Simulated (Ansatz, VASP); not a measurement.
**Be: VASP beside Ansatz**

Aim: how closely do two programs agree when they are given the same cell, functional and k mesh? Valence electrons are named where the data sets of a main pair hold unlike numbers.

Method: plane waves, with VASP 6.6.1 beside it; band structure at PBEsol, in Ansatz 0.2.0.

**1. The starting structure**

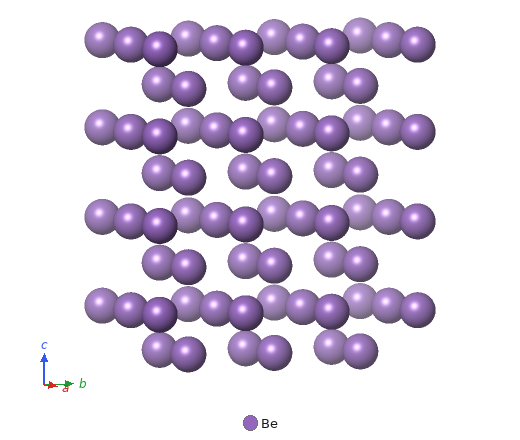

The cell as given, from the side, with the c axis up (beryllium purple). 2×3×1 cells are drawn. Some periodic images of atoms are drawn too.

The cell holds 8 atoms: 8 Be. Cell: a = 2.506 Å, b = 2.506 Å, c = 21.772 Å, α = 90.0°, β = 90.0°, γ = 90.0°. It derives from Be. As first built, before any earlier steps moved the atoms (in the runner's words): stoichiometric True; symmetric True. Vacuum lies along c.

Structure file:

```xyz
8
Lattice="2.5062 0.0000 0.0000 0.0000 2.5062 0.0000 0.0000 0.0000 21.7718" Properties=species:S:1:pos:R:3
Be    0.0000    0.0000   15.1539
Be    1.2531    1.2531   13.9720
Be    0.0000    0.0000   12.7395
Be    1.2531    1.2531   11.5125
Be    0.0000    0.0000   10.2594
Be    1.2531    1.2531    9.0323
Be    0.0000    0.0000    7.7998
Be    1.2531    1.2531    6.6180
```

**2. VASP: band structure, PBEsol**

With cell and atoms fixed, the geometry can't cause a difference; cores, projectors, grids and the points listed under the comparison can.

Lines of VASP's logs that name or quote its potential files are left out, and so is its time.

INCAR reads:

```
SYSTEM = Be
PREC = Normal
ENCUT = 300
EDIFF = 1E-06
NELM = 120
ISMEAR = 0
SIGMA = 0.05
LREAL = .FALSE.
ALGO = Fast
GGA = PS
NBANDS = 28
LORBIT = 11
LWAVE = .FALSE.
LCHARG = .TRUE.
IDIPOL = 3
LDIPOL = .TRUE.
DIPOL = 0.5 0.5 0.5
LVHAR = .TRUE.
LVACPOTAV = .TRUE.
LELF = .TRUE.
NEDOS = 1500
```

POSCAR reads:

```
Be
1.0
    2.5062419026      0.0000000000      0.0000000000
    0.0000000000      2.5062419026      0.0000000000
    0.0000000000      0.0000000000     21.7718466591
Be
8
Direct
    0.0000000000      0.0000000000      0.6960312739
    0.5000000000      0.5000000000      0.6417468603
    0.0000000000      0.0000000000      0.5851370181
    0.5000000000      0.5000000000      0.5287784720
    0.0000000000      0.0000000000      0.4712215280
    0.5000000000      0.5000000000      0.4148629819
    0.0000000000      0.0000000000      0.3582531397
    0.5000000000      0.5000000000      0.3039687261
```

KPOINTS reads:

```
Automatic mesh
0
Gamma
9 9 1
0 0 0
```

KPOINTS_OPT reads:

```
Line mode
14
Line-mode
Reciprocal
  0.50000000   0.50000000   0.00000000 M
  0.00000000   0.00000000   0.00000000 GAMMA

  0.00000000   0.00000000   0.00000000 GAMMA
  0.00000000   0.50000000   0.00000000 X

  0.00000000   0.50000000   0.00000000 X
  0.50000000   0.50000000   0.00000000 M
```

The projector-augmented-wave data sets are Be (PBE family, release 64).

The run is started by

```console
$ mpirun -np 4 vasp_std
```

Numbers of over 12 decimals in the logs are rounded to 6 here.

The program printed:

```text
[banner, memory and clock lines left out]
running    4 mpi-ranks, on    1 nodes
 distrk:  each k-point on    4 cores,    1 groups
 distr:  one band on    1 cores,    4 groups

 POSCAR found type information on POSCAR Be
 POSCAR found :  1 types and       8 ions
|                                                                             |
|               ----> ADVICE to this user running VASP <----                  |
|                                                                             |
|     You enforced a specific xc type in the INCAR file but a different       |
|     [... a line on the potential file left out ...]
|     I HOPE YOU KNOW WHAT YOU ARE DOING!                                     |
|                                                                             |

 LDA part: xc-table for (Slater+PW92), standard interpolation
 POSCAR, INCAR and KPOINTS ok, starting setup
 FFT: planning ... GRIDC
 FFT: planning ... GRID_SOFT
 FFT: planning ... GRID
 WAVECAR not read
 entering main loop
       N       E                     dE             d eps       ncg     rms          rms(c)
DAV:   1     0.107842842863E+02    0.10784E+02   -0.38025E+03   840   0.288E+02
DAV:   2    -0.303673097532E+02   -0.41152E+02   -0.38613E+02  1124   0.807E+01
DAV:   3    -0.317770872017E+02   -0.14098E+01   -0.13778E+01  1088   0.121E+01
DAV:   4    -0.317963780828E+02   -0.19291E-01   -0.19273E-01  1120   0.158E+00
DAV:   5    -0.317968035954E+02   -0.42551E-03   -0.42548E-03  1116   0.214E-01    0.363E+00
RMM:   6    -0.300568657868E+02    0.17399E+01   -0.30336E-01   991   0.145E+00    0.186E+00
RMM:   7    -0.298161771023E+02    0.24069E+00   -0.95030E-02  1037   0.755E-01    0.936E-01
RMM:   8    -0.297459075378E+02    0.70270E-01   -0.28359E-02  1076   0.437E-01    0.362E-01
RMM:   9    -0.297382651247E+02    0.76424E-02   -0.62283E-03  1054   0.213E-01    0.124E-01
RMM:  10    -0.297380571844E+02    0.20794E-03   -0.21191E-03  1084   0.120E-01    0.732E-02
RMM:  11    -0.297394049666E+02   -0.13478E-02   -0.43896E-04  1072   0.536E-02    0.285E-02
RMM:  12    -0.297393772822E+02    0.27684E-04   -0.37279E-04  1147   0.426E-02    0.190E-02
RMM:  13    -0.297397787316E+02   -0.40145E-03   -0.10069E-04  1085   0.240E-02    0.984E-03
RMM:  14    -0.297398855758E+02   -0.10684E-03   -0.30200E-05  1119   0.130E-02    0.753E-03
RMM:  15    -0.297400831319E+02   -0.19756E-03   -0.30069E-05  1140   0.965E-03    0.340E-03
RMM:  16    -0.297402558741E+02   -0.17274E-03   -0.10036E-05  1096   0.554E-03    0.196E-03
RMM:  17    -0.297402873005E+02   -0.31426E-04   -0.99051E-07  1017   0.236E-03    0.488E-04
RMM:  18    -0.297402931576E+02   -0.58571E-05   -0.21459E-07   937   0.903E-04    0.185E-04
RMM:  19    -0.297402934343E+02   -0.27667E-06   -0.19141E-08   788   0.440E-04
|                                                                             |
|           W    W    AA    RRRRR   N    N  II  N    N   GGGG   !!!           |
|           W    W   A  A   R    R  NN   N  II  NN   N  G    G  !!!           |
|           W    W  A    A  R    R  N N  N  II  N N  N  G       !!!           |
|           W WW W  AAAAAA  RRRRR   N  N N  II  N  N N  G  GGG   !            |
|           WW  WW  A    A  R   R   N   NN  II  N   NN  G    G                |
|           W    W  A    A  R    R  N    N  II  N    N   GGGG   !!!           |
|                                                                             |
|     Did not find any points to average over, which means that no vacuum     |
|     field-free region was found. Please increase the size of  your cell     |
|     in the dimension of the dipole correction to obtain accurate            |
|     workfunction values.                                                    |
|                                                                             |

   1 F= -.29740293E+02 E0= -.29739520E+02  d E =-.154644E-02
 Start KPOINTS_OPT (optional k-point list driver)
k-point batch [1-15\42]
       N       E                     dE             ncg
DAV:   1    -0.211822122193E+03   -0.50371E+04      848
DAV:   2    -0.755946710121E+03   -0.54412E+03     1076
DAV:   3    -0.778716003059E+03   -0.22769E+02     1064
DAV:   4    -0.778891980087E+03   -0.17598E+00     1072
DAV:   5    -0.778893807409E+03   -0.18273E-02     1068
DAV:   6    -0.778893841277E+03   -0.33867E-04     1112
DAV:   7    -0.778893842012E+03   -0.73517E-06      988
[...]
k-point batch [31-42\42]
       N       E                     dE             ncg
DAV:   1     0.143557501819E+04   -0.70444E+04      672
DAV:   2     0.962276892377E+03   -0.47330E+03      936
DAV:   3     0.942294003659E+03   -0.19983E+02      888
DAV:   4     0.942141960918E+03   -0.15204E+00      920
DAV:   5     0.942140593797E+03   -0.13671E-02      868
DAV:   6     0.942140571349E+03   -0.22448E-04      904
DAV:   7     0.942140570922E+03   -0.42692E-06      808
```

Parts of OUTCAR (step 2):

```text
ion  position               nearest neighbor table
   1  0.000  0.000  0.696-   2 2.13   2 2.13   2 2.13   2 2.13
   2  0.500  0.500  0.642-   1 2.13   1 2.13   1 2.13   1 2.13   3 2.16   3 2.16   3 2.16   3 2.16

  LATTYP: Found a simple tetragonal cell.
 ALAT       =     2.5062419026
 C/A-ratio  =     8.6870491777

 Subroutine GETGRP returns: Found 16 space group operations
 (whereof  8 operations were pure point group operations)

The static configuration has the point symmetry C_4v.
 The point group associated with its full space group is D_4h.

 Found     15 irreducible k-points:

   k-points           NKPTS =     15   k-points in BZ     NKDIM =     15   number of bands    NBANDS=     28

   dimension x,y,z NGX =    12 NGY =   12 NGZ =   96
   dimension x,y,z NGXF=    24 NGYF=   24 NGZF=  192

   ENCUT  =  300.0 eV  22.05 Ry    4.70 a.u.   3.54  3.54 30.75*2*pi/ulx,y,z

   NELECT =      16.0000    total number of electrons

 k-points in reciprocal lattice and weights: Automatic mesh
   0.00000000  0.00000000  0.00000000       0.012
   0.11111111  0.00000000  0.00000000       0.049
   0.22222222  0.00000000  0.00000000       0.049
   0.33333333  0.00000000  0.00000000       0.049
   0.44444444  0.00000000  0.00000000       0.049
   0.11111111  0.11111111  0.00000000       0.049
   0.22222222  0.11111111  0.00000000       0.099
   0.33333333  0.11111111  0.00000000       0.099
   0.44444444  0.11111111  0.00000000       0.099
[...]
0.44444444  0.33333333  0.00000000       0.099
   0.44444444  0.44444444  0.00000000       0.049

 dipolmoment           0.000000      0.000000      0.000000 electrons x Angstroem

 average (electrostatic) potential at core
       1 -39.1141       2 -38.4848       3 -38.7338       4 -38.6952       5 -38.6952
       6 -38.7338       7 -38.4848       8 -39.1141

 E-fermi :   1.8926

 k-point     1 :       0.0000    0.0000    0.0000
  band No.  band energies     occupation
    ...
      3      -7.9606      2.00000
      4      -6.2325      2.00000
      5      -4.2343      2.00000
      6      -2.1563      2.00000
      7      -0.1093      2.00000
      8       2.0651      0.00000
      9       4.1094      0.00000
     10       5.2396      0.00000
     11       5.4607      0.00000
     12       6.1272      0.00000
    ...

 k-point     2 :       0.1111    0.0000    0.0000
  band No.  band energies     occupation
    ...
      3      -7.7502      2.00000
      4      -6.0268      2.00000
      5      -4.0327      2.00000
      6      -1.9632      2.00000
      7       0.0625      2.00000
      8       2.1832      0.00000
      9       4.1401      0.00000
     10       4.1726      0.00000
     11       5.3060      0.00000
     12       5.6777      0.00000
    ...

 k-point     3 :       0.2222    0.0000    0.0000
  band No.  band energies     occupation
    ...
      4      -5.4222      2.00000
      5      -3.4654      2.00000
      6      -1.4966      2.00000
      7       0.1371      2.00000
      8       0.6869      2.00000
      9       2.5859      0.00000
     10       2.9065      0.00000
     11       4.5664      0.00000
     12       5.3665      0.00000
     13       5.9966      0.00000
    ...

  Total       -2.5689886     -2.5689886      0.0156384      0.0000000      0.0000000      0.0000000
  in kB      -30.0975761    -30.0975761      0.1832158      0.0000000      0.0000000      0.0000000
  external PRESSURE =     -20.0039788 kB  Pullay stress =       0.0000000 kB

  energy-cutoff  :      300.00
  volume of cell :      136.75
      direct lattice vectors                 reciprocal lattice vectors
     2.506241903  0.000000000  0.000000000     0.399003783  0.000000000  0.000000000
     0.000000000  2.506241903  0.000000000     0.000000000  0.399003783  0.000000000
     0.000000000  0.000000000 21.771846659     0.000000000  0.000000000  0.045930876

 POSITION                                       TOTAL-FORCE (eV/Angst)
 -----------------------------------------------------------------------------------
      0.00000      0.00000     15.15389        -0.000000      0.000000      0.027957
      1.25312      1.25312     13.97201         0.000000      0.000000     -0.029491
      0.00000      0.00000     12.73951        -0.000000     -0.000000     -0.009002
      1.25312      1.25312     11.51248        -0.000000      0.000000      0.000504
      0.00000      0.00000     10.25936         0.000000      0.000000     -0.000504
      1.25312      1.25312      9.03233         0.000000      0.000000      0.009002
      0.00000      0.00000      7.79983        -0.000000      0.000000      0.029491
      1.25312      1.25312      6.61796        -0.000000      0.000000     -0.027957
 -----------------------------------------------------------------------------------
    total drift:                               -0.000000      0.000000      0.000000

  FREE ENERGIE OF THE ION-ELECTRON SYSTEM (eV)
  ---------------------------------------------------
  free  energy   TOTEN  =       -29.7402934343 eV

  energy  without entropy=      -29.7387469937  energy(sigma->0) =      -29.73952021

 vacuum level on the upper side and lower side of the slab         5.191         5.191

 total charge
# of ion       s       p       d       tot
------------------------------------------
    1        0.364   0.610   0.000   0.975
    2        0.409   0.800   0.000   1.210
    3        0.397   0.785   0.000   1.182
    4        0.395   0.790   0.000   1.184
    5        0.395   0.790   0.000   1.184
    6        0.397   0.785   0.000   1.182
    7        0.409   0.800   0.000   1.210
    8        0.364   0.610   0.000   0.975
--------------------------------------------------
tot          3.131   5.971   0.000   9.102

[... 3 further parts left out ...]
```

The PAW data sets were made with PBE, which is usual practice but a small mismatch for other functionals.

(Part 1 of 2 ends here.)

[Lines on the potential files, build, host, timing and source positions are cut from VASP's logs without a mark.]

[Logs are printed without paths, hosts, clocks, repeated set-up lines and the standing remarks that a program may print on its own settings, such as how far it seeks lower states.]

[Hosts, paths, dates, database ids (printed as entryN), source tags and the programs' standing remarks are cut or masked in the printed files.]
